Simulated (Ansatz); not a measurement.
# ScAlSe3 (model cell, started as cubic perovskite with Al in the octahedra): following an unstable mode, part 3 of 3

Which phase does ScAlSe3 (model cell, started as cubic perovskite with Al in the octahedra) fall into along its unstable mode, and how much energy does it gain?

Ansatz 0.2.0; DFT PBE, scalar-relativistic, plane waves, PAW; PAW set soft_1.

So far. Step 5 (Energy along the mode, all amplitudes (two of the runs …): The lowest of the steps tried is the last one, at 0.6 Å, 155 meV/atom below the parent; the bottom of the well need not coincide with a step. Step 7 (The new phase in its own primitive cell): The largest force component left is 0.33 meV/Å and the pressure is -0.003 GPa, within the tolerances set. The cell now holds 26.59 Å³/atom. The relaxed cell has a = 7.012, c = 18.737 Å (conventional setting).

The structure was built from a prototype and need not be the compound's stable phase.

## 8. Modes of the new phase, k-mesh 6×6×6

A relaxed structure may still be a saddle point, so its zone-centre modes are computed. No field response is asked, and the gap on the mesh is small against the smearing.

input.yaml

```yaml
crystal:
  lattice:
    - [3.505933405, 2.0241515951, 6.2456747716]
    - [-3.505933405, 2.0241515951, 6.2456747716]
    - [0.0, -4.0483031902, 6.2456747716]
  atoms:
    - { symbol: Sc, position: [0.6752423116, 0.6752423116, 0.6752423116] }
    - { symbol: Sc, position: [0.3247576884, 0.3247576884, 0.3247576884] }
    - { symbol: Al, position: [0.5, 0.5, 0.5] }
    - { symbol: Al, position: [0.0, 0.0, 0.0] }
    - { symbol: Se, position: [0.2493770171, 0.7400085832, 0.2493770171] }
    - { symbol: Se, position: [0.7506229829, 0.2599914168, 0.7506229829] }
    - { symbol: Se, position: [0.2493770171, 0.2493770171, 0.7400085832] }
    - { symbol: Se, position: [0.7506229829, 0.7506229829, 0.2599914168] }
    - { symbol: Se, position: [0.2599914168, 0.7506229829, 0.7506229829] }
    - { symbol: Se, position: [0.7400085832, 0.2493770171, 0.2493770171] }
kpoints:
  mp_grid: { grid: [6, 6, 6] }
hamiltonian:
  xc: pbe
  pseudopotentials: { kind: paw, azcp: { folder: soft_1 } }
scf:
  occupations: { method: methfessel_paxton, width: 0.2 }
output:
  eigenvalues: true
phonons:
  method: dfpt
```

On the command line:

```sh
ansatz run input.yaml --threads 4 --pin off --max-ram 16384MiB --backend cpu --events-out ev --progress --plain --runs-dir out
```

Numbers of over 12 decimals in the logs are rounded to 6 here.

Log:

```text
[...]
Crystal: 10 atoms, lattice volume = 265.936 Å³
Basis set: ecut = 420 eV, 5193 PW (Γ), exchange–correlation on 100×100×100 points (8 copies of the dense FFT grid, shifted against one another)
Bands: 75, of which v1, the nominal top of the filled ones, is band 62 counted from 1 (61 counted from 0)
Symmetry: 12 space group operations
k-points: 112 of 216 (irreducible under 1 space group operation, time reversal used)
[...]
SCF iter   1: F=—  HF=-38176.455538 eV  |F-HF|=—  |Δ(HF+E_count)|=         —  Δρ=1.33e-1  dr2=1.24e2  ethr=3.10e-3  ⟨swp⟩=6.5  Hψ=31537  notcnv=0
[...]
SCF iter  19: F=-38168.742639 eV  HF=-38168.742639 eV  |F-HF|=7.28e-12  |Δ(HF+E_count)|=  1.46e-11  S|Δr|=    0.00e0  Δρ=2.13e-8  dr2=1.33e-12  ethr=1.00e-12  ⟨swp⟩=5.0  Hψ=31570  notcnv=0
SCF 1 converged in 19 iterations: F = -38168.742639 eV  dr2 = 1.33e-12
[...]
DFPT response loops at Γ: preconditioner auto → Kerker (q_TF=auto, 2.403 Å⁻¹) (partly filled bands, converged f_vac=0.133); β = 1.00, the filter's whole step (`scf.mixing.beta` (0.50) is not read by the response loops under this deck's `scf.mixing.preconditioner`; to damp them name `kerker` or `kerker_dos`, under which they read `scf.mixing.beta`, and type it under 1.00, their step now; both keys bind the ground state too); Broyden in place of MSR1
SCF converged after 19 iterations
[...]
Free energy (F): -38168.742639 eV
[...]
Internal energy: -38168.747857 eV  (E = F + TS)
E sigma→0 (E₀):  -38168.743943 eV
Entropy (-TS):   0.005218 eV (0.522 meV/atom)
Fermi energy:    6.392082 eV
[...]
--- Band table (eV; the first three rows and the last of 112) ---
  k-point 0: bands = [... 58 lower, 5.3877, 5.6261, 5.6261, 5.7156, 6.8175, 7.2989, 7.5262, 7.5262, ... 9 higher]
  k-point 1: bands = [... 58 lower, 5.4175, 5.4495, 5.7390, 5.8451, 6.5945, 7.3386, 7.5364, 7.7478, ... 9 higher]
  k-point 2: bands = [... 58 lower, 5.1458, 5.4046, 5.8635, 6.2645, 6.5903, 7.3871, 7.6083, 7.9327, ... 9 higher]
  k-point 111: bands = [... 58 lower, 5.5109, 5.5109, 6.0053, 6.2897, 6.4227, 7.3615, 7.4832, 7.4832, ... 9 higher]
--- Phonons (Γ-DFPT): 8 representative perturbations + reference, on 112 of 216 k-points (Σ response iterations 32) ---
  k mesh reduced under 1 symmetry operation, with k and −k counted as one. Each operation leaves every solved perturbation unchanged. A smaller set is not used because it would not reduce the number of displacements times k-points to solve
  ASR residual: 5.062e-5 → 0.000e0 eV/Å²; symmetrization residual: 1.483e-5 eV/Å²
  ASR residual per site (eV/Å²): 4.48e-6 4.48e-6 2.07e-5 3.32e-5 5.06e-5 5.06e-5 5.06e-5 5.06e-5 5.06e-5 5.06e-5
  Γ frequencies (cm⁻¹): -147.95 -102.47 -102.47 -88.23 -88.23 -83.33 -4.48 -4.48 0.00 0.00 0.00 83.20 86.54 91.80 91.80 113.05 113.05 182.16 182.16 195.29 195.29 208.06 208.06 213.65 223.25 259.95 264.40 276.76 276.76 319.59
  non-analytic LO–TO correction: not included (Born effective charges unavailable; polar crystals: no LO–TO splitting at Γ)
```

Elapsed: 12 min, on 4 threads of Arm Neoverse V2, shared host; peak memory 6.5 GiB; 46 min of CPU time.

This step gave:

* sum-rule residual before enforcement: 5.06e-5 eV/Å²
* point group: -3m
* highest optical mode at the zone centre (no LO-TO term): 319.6 cm⁻¹
* lowest optical zone-centre mode: -147.9 cm⁻¹

Patterns of degenerate modes are one choice out of their space. Modes at Γ, with each element's share of the kinetic energy (negative means imaginary):

```csv
mode,frequency (cm⁻¹),symmetry,Sc %,Al %,Se %
1,-147.9,A2g,0,0,100
2,-102.5,Eg,30,0,70
3,-102.5,Eg,30,0,70
4,-88.2,Eu,40,1,58
5,-88.2,Eu,40,1,58
6,-83.3,A1u,0,0,100
7,-4.5,Eu,3,47,50
8,-4.5,Eu,3,47,50
9,0.0,acoustic,15,9,77
10,0.0,acoustic,15,9,77
11,0.0,acoustic,15,9,77
12,83.2,A1g,40,0,60
13,86.5,A2u,19,36,45
14,91.8,Eg,10,0,90
15,91.8,Eg,10,0,90
16,113.0,Eg,9,0,91
17,113.0,Eg,9,0,91
18,182.2,Eu,32,13,55
19,182.2,Eu,32,13,55
20,195.3,Eg,51,0,49
21,195.3,Eg,51,0,49
22,208.1,Eu,1,43,55
23,208.1,Eu,1,43,55
24,213.7,A1g,10,0,90
25,223.2,A2u,29,50,21
26,259.9,A1g,50,0,50
27,264.4,A2u,11,39,50
28,276.8,Eu,9,87,4
29,276.8,Eu,9,87,4
30,319.6,A2u,27,66,7
```

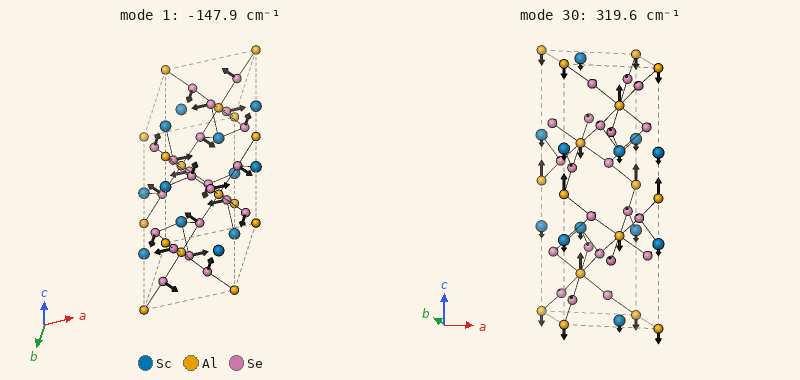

Displacement patterns of modes 1 and 30 at Γ; arrows are exaggerated. Bonds to atoms that aren't drawn are left out. Some periodic images of atoms are drawn too.

Before it was imposed, the acoustic sum rule was missed by 5.1e-5 eV/Å². Small misses are needed for a sound result but don't prove that mesh and cutoff are converged. The lowest optical mode is imaginary, 147.9i cm⁻¹, so the energy falls along it.

## 9. Outcome

* unstable mode of the parent: q = (-0.5, -0.5, -0.5), 183i cm⁻¹
* depth at the lowest point sampled: 155 meV/atom
* largest atomic shift at that point: 0.6 Å
* space group reached (within 0.01 Å): R-3m
* energy gained over the parent (first relaxation, on the mesh of the frozen mode): 290 meV/atom
* volume per atom, phase reached: 26.6 Å³
* gap on the k-mesh, phase reached: 0.0563 eV
* lowest optical zone-centre mode, phase reached: -148 cm⁻¹
* highest optical mode at the zone centre (no LO-TO term), phase reached: 320 cm⁻¹

What this shows: Along this mode the structure falls into R-3m, 290 meV/atom below the parent. At the parent's cell the well is 154.6 meV/atom deep on the steps tried, with its lowest point at a shift of 0.6 Å. That is the last step tried, so the steps alone don't bracket the bottom of the well. Relaxing atoms and cell changes the gain by +135.19 meV/atom against the lowest step (energies at zero smearing). The new phase still has an imaginary mode at the zone centre of its cell, so it is a saddle point on the way to a lower structure. Of the 6 patterns followed to their end from this parent, this one ends 380 meV/atom above the lowest, Amm2. Another end point lies within 1 meV/atom; how such a difference moves with mesh and cutoff was not tested. Each path keeps the symmetry of its pattern, so a lower phase may lie along a pattern not tried. With no gap, or one that is small against the smearing, the frequencies hang on the k mesh and the smearing, most of all near Kohn anomalies. The starting cell was built on a prototype and not taken from a measurement, so the phase need not exist.

[Logs are printed without paths, hosts, clocks, repeated set-up lines and the standing remarks that a program may print on its own settings, such as how far it seeks lower states.]

[Hosts, paths, dates, database ids (printed as entryN), source tags and the programs' standing remarks are cut or masked in the printed files.]
